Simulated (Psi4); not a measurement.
# CH2BF (SMILES B[C]F), step by step

Aim: a geometry optimisation (UHF-3c/MINIX), then vibrational wavenumbers, then a single-point energy (UMP2/def2-TZVPP) of CH2BF. 

The calculation is run with Psi4 1.11.

## (1) Starting point

CH2BF has 5 atoms, charge 0, and is taken as a triplet. As SMILES, `B[C]F`. The coordinates come from a GFN2-xTB (4 decimals) relaxation. The run starts from this shape.

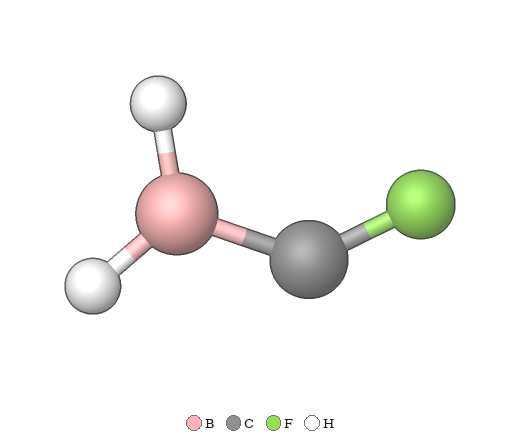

Viewed from a chosen angle; boron pink, carbon grey, fluorine green, hydrogen white.

## (2) A structure relaxation at UHF-3c/MINIX (density fitting) (run 1)

File ch2bf.sdf:

```

     RDKit          3D

  5  4  0  0  0  0  0  0  0  0999 V2000
   -0.5056   -0.2501   -0.1209 B   0  0  0  0  0  0  0  0  0  0  0  0
    0.8999    0.1798   -0.2454 C   0  0  0  0  0  2  0  0  0  0  0  0
    1.7161    0.8967    0.4901 F   0  0  0  0  0  0  0  0  0  0  0  0
   -0.9948   -0.9049   -0.9535 H   0  0  0  0  0  0  0  0  0  0  0  0
   -1.1156    0.0785    0.8297 H   0  0  0  0  0  0  0  0  0  0  0  0
  2  1  1  0
  3  2  1  0
  4  1  1  0
  5  1  1  0
M  RAD  1   2   3
M  END
$$$$
```

File ch2bf.py:

```python
import psi4
from rdkit import Chem

psi4.set_memory(1600000000)
psi4.set_num_threads(1)
psi4.core.set_output_file('ch2bf.out', False)

rd = Chem.SDMolSupplier('ch2bf.sdf', removeHs=False, sanitize=False)[0]
xyz = rd.GetConformer().GetPositions()
atoms = '\n'.join(f'{a.GetSymbol()} {x:.4f} {y:.4f} {z:.4f}' for a, (x, y, z) in zip(rd.GetAtoms(), xyz))
molecule = psi4.geometry('0 3\n' + atoms + '\nsymmetry c1')

psi4.set_options({
    'reference': 'uks',
    'geom_maxiter': 60,
})

result = psi4.optimize("HF-3C", molecule=molecule)
print(f'HF-3C energy: {result:.10f} Eh')
molecule.save_xyz_file('final.xyz', False)
```

Command:

```sh
python ch2bf.py
```

ch2bf.out:

```text
[...]
  Running in c1 symmetry.
[...]
  Nuclear repulsion =   52.287584856035622
[...]
  Multiplicity = 3
[...]
  Nalpha       = 12
  Nbeta        = 10
[...]
    Number of basis functions: 17
[...]
   @DF-UKS iter   1:  -161.97395674569356   -1.50970e+00   1.35415e-02 ADIIS/DIIS
[...]
   @DF-UKS iter   8:  -162.03291489529417   -5.68434e-13   6.71496e-09 DIIS
[...]
   @S^2 Observed:                2.006431270E+00
[...]
    Orbital Energies [Eh]
    ---------------------
    Alpha Occupied:
       1A    -26.064046     2A    -11.251742     3A     -7.589770
       4A     -1.647312     5A     -0.949997     6A     -0.754110
       7A     -0.710434     8A     -0.694691     9A     -0.604389
      10A     -0.519754    11A     -0.413842    12A     -0.394811
    Alpha Virtual:
      13A      0.153954    14A      0.451649    15A      0.633561
      16A      0.675845    17A      0.842459
    Beta Occupied:
[...]
  @DF-UKS Final Energy:  -162.03291489529417
   => Energetics <=
    Nuclear Repulsion Energy =             51.5560828877267880
    One-Electron Energy =                -325.1575366662488022
    Two-Electron Energy =                 111.6168514261943585
    Total Energy =                       -162.0329148952941694
  UHF NO Occupations:
  HONO-2 :   10  A 1.9977303
  HONO-1 :   11  A 1.0000000
[...]
 Multipole Moments:
 ------------------------------------------------------------------------------------
     Multipole            Electronic (a.u.)      Nuclear  (a.u.)        Total (a.u.)
 ------------------------------------------------------------------------------------
 L = 1.  Multiply by 2.5417464519 to convert [e a0] to [Debye]
 Dipole X            :          2.9589719           -3.1389913           -0.1800194
 Dipole Y            :          1.2221707           -1.3954507           -0.1732800
 Dipole Z            :          0.2850592           -0.4736951           -0.1886359
 Magnitude           :                                                    0.3130757
[...]
  -Total Gradient:
     Atom            X                  Y                   Z
    ------   -----------------  -----------------  -----------------
       1        0.000009679819     0.000010293348     0.000117551501
       2       -0.000065125149    -0.000038764617    -0.000053128878
       3        0.000041357880     0.000020196494     0.000007531287
       4        0.000036978022     0.000029793515    -0.000010479529
       5       -0.000022890573    -0.000021518740    -0.000061474382
[...]
    Final optimized geometry and variables:
    Molecular point group: c1
    Full point group: C1
    Geometry (in Angstrom), charge = 0, multiplicity = 3:
    B           -1.350999671051    -0.610331934663    -0.220185570163
    C            0.128329876567    -0.173049737459    -0.380149521576
    F            0.904095289128     0.545749037519     0.385801292732
    H           -1.833675380281    -1.274646637584    -1.074373426985
    H           -1.979245788006    -0.285577311002     0.733318132336
[...]
```

The script printed:

```text
Some dependencies such as QCElemental have not yet finished migration to pydantic v2. If issues are encountered please downgrade pydantic or upgrade QCElemental as appropriate
	Energy has increased in a minimization.
	Energy ratio indicates iffy step.
	Intrafrag trust radius decreased to   0.25.
	Previous geometry is closer to target in internal coordinates, so using that one.

	Best geometry has RMS(Delta(q)) = 6.20e-04

	Unable to completely converge to displaced geometry.
	RMS(dx):  1.656e-06 	Max(dx):  4.188e-06 	RMS(dq):  3.138e-06
	Previous geometry is closer to target in internal coordinates, so using that one.

	Best geometry has RMS(Delta(q)) = 3.00e-06

Optimizer: Optimization complete!
HF-3C energy: -162.0329148953 Eh
```

Run time: 9 s. Hardware: 1 thread of Intel Xeon Platinum 8488C (Sapphire Rapids), shared host; peak memory 0.24 GiB.

Steps, from the record of the run:

```csv
step,energy from the first frame kept (eV),largest force (eV/Å)
0,0.0000,3.1763
1,-0.1108,0.3143
2,-0.1138,0.1008
3,-0.1074,0.3847
4,-0.1145,0.0243
5,-0.1145,0.0061
```

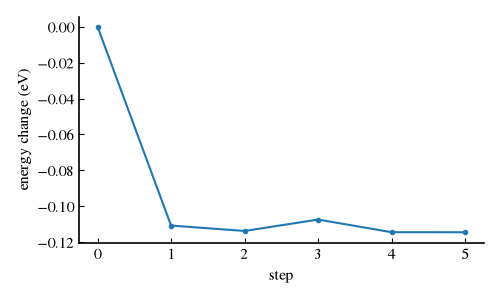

Energy along the run.

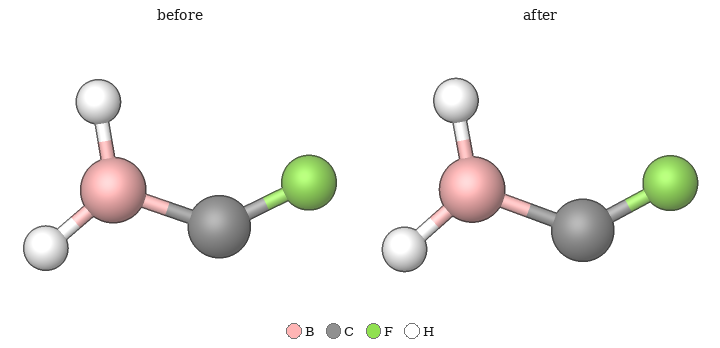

Before and after, at one scale.

After the run. Bond lengths: B1–C2 1.551 Å, C2–F3 1.306 Å, B1–H4 1.185 Å, B1–H5 1.187 Å. Angles: B1–C2–F3 131.4°, C2–B1–H4 118.2°, C2–B1–H5 120.7°, H4–B1–H5 121.1°.

## (3) Vibrational wavenumbers at UHF-3c/MINIX (density fitting) (run 2)

File calc.dat:

```
memory 1600 MB

molecule system {
  0 3
  B
  C 1 R2
  F 2 R3 1 A3
  H 1 R4 2 A4 3 D4
  H 1 R5 4 A5 2 D5

  R2 = 1.550878
  R3 = 1.305819
  A3 = 131.40528
  R4 = 1.184874
  A4 = 118.18352
  D4 = 179.98109
  R5 = 1.187152
  A5 = 121.11917
  D5 = 179.9626
  symmetry c1
}

set {
  reference                  uks
  t                          600.0
  rotational_symmetry_number 1
}

e, wfn = freq('hf-3c', return_wfn=True)
```

Command:

```sh
psi4 -i calc.dat -o calc.out -n 1
```

calc.out (excerpt; [...] marks lines left out):

```text
[...]
  Running in c1 symmetry.
[...]
  Nuclear repulsion =   51.556080514588253
[...]
  Multiplicity = 3
[...]
  Nalpha       = 12
  Nbeta        = 10
[...]
    Number of basis functions: 17
[...]
   @DF-UKS iter   1:  -161.97517523479448   -1.57607e+00   1.35926e-02 ADIIS/DIIS
[...]
  -Total Gradient:
     Atom            X                  Y                   Z
    ------   -----------------  -----------------  -----------------
       1        0.000050492385    -0.000106597186    -0.000000263288
       2       -0.000012577873     0.000061625719    -0.000066805114
       3       -0.000000863965    -0.000014009769     0.000044081553
       4       -0.000018732682    -0.000003599715     0.000044779945
       5       -0.000018317865     0.000062580951    -0.000021793096
[...]
   @DF-UKS iter  13:  -162.03291489551214   -1.98952e-13   8.02918e-09 DIIS
[...]
   @S^2 Observed:                2.006431254E+00
[...]
    Orbital Energies [Eh]
    ---------------------
    Alpha Occupied:
       1A    -26.064047     2A    -11.251742     3A     -7.589770
       4A     -1.647312     5A     -0.949997     6A     -0.754110
       7A     -0.710434     8A     -0.694691     9A     -0.604389
      10A     -0.519754    11A     -0.413842    12A     -0.394811
    Alpha Virtual:
      13A      0.153954    14A      0.451649    15A      0.633560
      16A      0.675845    17A      0.842459
    Beta Occupied:
[...]
  @DF-UKS Final Energy:  -162.03291489551214
   => Energetics <=
    Nuclear Repulsion Energy =             51.5560805145882526
    One-Electron Energy =                -325.1575317837375678
    Two-Electron Energy =                 111.6168489819786203
    Total Energy =                       -162.0329148955121354
  UHF NO Occupations:
  HONO-2 :   10  A 1.9977303
  HONO-1 :   11  A 1.0000000
[...]
 Multipole Moments:
[...]
  ==> Harmonic Vibrational Analysis <==
[...]
  Freq [cm^-1]                 364.9232            442.1854            878.5716
[...]
  Freq [cm^-1]                1013.3865           1024.1786           1332.4823
[...]
  Freq [cm^-1]                1579.8222           3039.2362           3169.1084
[...]
  Total E_0, Enthalpy at 0 [K]                                                         -162.00365435 [Eh]
[...]
  Total H, Enthalpy at  600.00 [K]                                                     -161.99191750 [Eh]
[...]
  Total G, Gibbs energy at  600.00 [K]                                                 -162.06202848 [Eh]
[...]
```

The script printed:

```text
Warning: used thermodynamics relations inappropriate for low-frequency modes: ['364.9232' '442.1854']
```

Wall time 7.5 s (1 thread of Intel Xeon Platinum 8488C (Sapphire Rapids), shared host); peak memory 0.23 GiB.

## (4) A single-point energy at UMP2/def2-TZVPP (density fitting, density fitting for correlation) (run 3)

File calc.py:

```python
import psi4

psi4.set_memory(1600000000)
psi4.set_num_threads(1)
psi4.set_output_file('psi4.out', False)

molecule = psi4.geometry("""
0 3
B
C 1 1.550878
F 2 1.305819 1 131.40528
H 1 1.184874 2 118.18352 3 179.98109
H 1 1.187152 4 121.11917 2 179.9626
units angstrom
""")

options = {'basis': 'def2-TZVPP', 'reference': 'uhf', 'num_frozen_docc': 3}
psi4.set_options(options)

energy_value, wavefunction = psi4.energy('mp2', molecule=molecule, return_wfn=True)
print('E =', round(energy_value, 9))
for k, v in sorted(psi4.core.scalar_variables().items()):
    print(f'{k:45s} {v:18.10f}')
```

Command:

```sh
python calc.py
```

psi4.out:

```text
[...]
  Running in c1 symmetry.
[...]
  Nuclear repulsion =   51.556080514588253
[...]
  Multiplicity = 3
[...]
  Nalpha       = 12
  Nbeta        = 10
[...]
    Number of basis functions: 121
[...]
   @DF-UHF iter   1:  -163.03980806646712   -9.98074e-01   2.32761e-03 ADIIS/DIIS
[...]
   @DF-UHF iter  14:  -163.11409094953939   -8.52651e-12   6.87030e-09 DIIS
[...]
   @S^2 Observed:                2.011688442E+00
[...]
    Orbital Energies [Eh]
    ---------------------
    Alpha Occupied:
       1A    -26.346718     2A    -11.352388     3A     -7.628577
       4A     -1.677846     5A     -0.969037     6A     -0.787398
       7A     -0.751198     8A     -0.735729     9A     -0.616744
      10A     -0.526627    11A     -0.435193    12A     -0.407932
    Alpha Virtual:
      13A      0.084568    14A      0.126958    15A      0.153595
      16A      0.167356    17A      0.225998    18A      0.248882
      19A      0.253997    20A      0.298101    21A      0.364416
      22A      0.386006    23A      0.436956    24A      0.458683
      25A      0.489925    26A      0.510498    27A      0.552665
[...]
  @DF-UHF Final Energy:  -163.11409094953939
   => Energetics <=
    Nuclear Repulsion Energy =             51.5560805145882526
    One-Electron Energy =                -326.1396274230415315
    Two-Electron Energy =                 111.4694559589138976
    Total Energy =                       -163.1140909495393885
  UHF NO Occupations:
  HONO-2 :   10  A 1.9962664
  HONO-1 :   11  A 1.0000000
[...]
 Multipole Moments:
 ------------------------------------------------------------------------------------
     Multipole            Electronic (a.u.)      Nuclear  (a.u.)        Total (a.u.)
 ------------------------------------------------------------------------------------
 L = 1.  Multiply by 2.5417464519 to convert [e a0] to [Debye]
 Dipole X            :          0.0007892           -0.0006296            0.0001597
 Dipole Y            :         -0.7923757            0.9367479            0.1443722
 Dipole Z            :          3.0706819           -3.3387783           -0.2680964
 Magnitude           :                                                    0.3044980
[...]
```

The script printed:

```text
E = -163.565514778
CURRENT CORRELATION ENERGY                         -0.4514238284
CURRENT ENERGY                                   -163.5655147779
CURRENT REFERENCE ENERGY                         -163.1140909495
CUSTOM SCS-MP2 CORRELATION ENERGY                  -0.4457924023
CUSTOM SCS-MP2 TOTAL ENERGY                      -163.5598833519
DD SOLVATION ENERGY                                 0.0000000000
HF KINETIC ENERGY                                 163.0004754258
HF POTENTIAL ENERGY                              -326.1145663753
HF TOTAL ENERGY                                  -163.1140909495
HF VIRIAL RATIO                                     2.0006970257
MP2 CORRELATION ENERGY                             -0.4514238284
MP2 DOUBLES ENERGY                                 -0.4514238284
MP2 OPPOSITE-SPIN CORRELATION ENERGY               -0.3407512995
MP2 SAME-SPIN CORRELATION ENERGY                   -0.1106725289
MP2 SINGLES ENERGY                                 -0.0000000000
MP2 TOTAL ENERGY                                 -163.5655147779
NUCLEAR REPULSION ENERGY                           51.5560805146
ONE-ELECTRON ENERGY                              -326.1396274230
PCM POLARIZATION ENERGY                             0.0000000000
PE ENERGY                                           0.0000000000
SCF ITERATION ENERGY                             -163.1140909495
SCF ITERATIONS                                     14.0000000000
SCF TOTAL ENERGY                                 -163.1140909495
SCS-MP2 CORRELATION ENERGY                         -0.4457924023
SCS-MP2 TOTAL ENERGY                             -163.5598833519
TWO-ELECTRON ENERGY                               111.4694559589
```

It took 4.2 s on 1 thread of Intel Xeon Platinum 8488C (Sapphire Rapids), shared host; peak memory 0.23 GiB.

## (5) Results

```
                                                                          quantity             value
                                      run 1, UHF-3c/MINIX: total energy at the end     -162.03291 Eh
                                                run 1, UHF-3c/MINIX: dipole moment            0.80 D
                           run 1, UHF-3c/MINIX: HOMO energy (highest over α and β)         -10.74 eV
                            run 1, UHF-3c/MINIX: LUMO energy (lowest over α and β)           1.81 eV
                                                         run 1, UHF-3c/MINIX: ⟨S²⟩             2.006
                                   run 2, UHF-3c/MINIX: lowest harmonic wavenumber          365 cm⁻¹
                                  run 2, UHF-3c/MINIX: highest harmonic wavenumber         3169 cm⁻¹
                                            run 2, UHF-3c/MINIX: zero-point energy       76.8 kJ/mol
       run 2, UHF-3c/MINIX: ideal-gas entropy at 600 K (symmetry number 1 as used)  73.3 cal/(mol K)
                                              run 3, UMP2/def2-TZVPP: total energy     -163.56551 Eh
run 3, UMP2/def2-TZVPP: HOMO energy (Hartree–Fock orbitals) (highest over α and β)         -11.10 eV
 run 3, UMP2/def2-TZVPP: LUMO energy (Hartree–Fock orbitals) (lowest over α and β)           0.75 eV
               run 3, UMP2/def2-TZVPP: correlation energy (3 core orbitals frozen)        -451.4 mEh
                         run 3, UMP2/def2-TZVPP: ⟨S²⟩ of the reference determinant             2.012
```

In words: The optimisation (run 1, UHF-3c/MINIX) took 6 steps and changed the energy by -0.115 eV. All 9 modes (run 2, UHF-3c/MINIX) are real, so the shape is a minimum at this level.
